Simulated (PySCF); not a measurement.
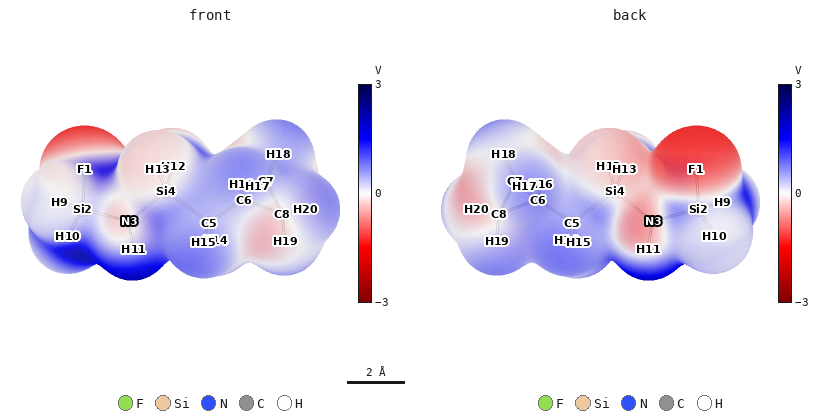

The picture shows: C$_{4}$H$_{12}$FNSi$_{2}$. The molecular electrostatic potential painted on the density surface at 0.002 e/bohr³, seen from the front and from behind; the colour scale runs from red (negative) to blue (positive).

Geometry: GFN2-xTB.

Computed with PySCF, PBE0/pcSseg-1, SCF density, gas phase, non-relativistic.

```xyz
20

F    -3.8588    0.3940   -1.7917
Si   -3.9055   -0.0883   -0.2623
N    -2.2708   -0.3351    0.2088
Si   -0.8591    0.5134   -0.3513
C     0.6155   -0.2518    0.5718
C     1.9108    0.4082    0.1772
C     2.5887    0.0101   -1.0966
C     3.2010   -0.3538    0.2237
H    -4.5658    1.0064    0.4350
H    -4.6121   -1.3588   -0.2439
H    -2.1377   -0.9485    0.9948
H    -0.7362    0.3278   -1.7972
H    -0.9731    1.9432   -0.0304
H     0.6833   -1.3198    0.3581
H     0.4819   -0.1560    1.6523
H     1.9571    1.4580    0.4414
H     2.1387   -0.7787   -1.6800
H     3.0687    0.7702   -1.6938
H     3.1690   -1.3893    0.5283
H     4.0992    0.1592    0.5331
```

> Describe the electrostatic potential map.

The most negative region (about −1.2 V, or −28 kcal/mol for a unit charge) lies over F1, the most positive (about +2.0 V, or +46 kcal/mol for a unit charge) over Si2 and H11.

> How polar is the molecule by this calculation?

Its dipole moment is 2.63 D.
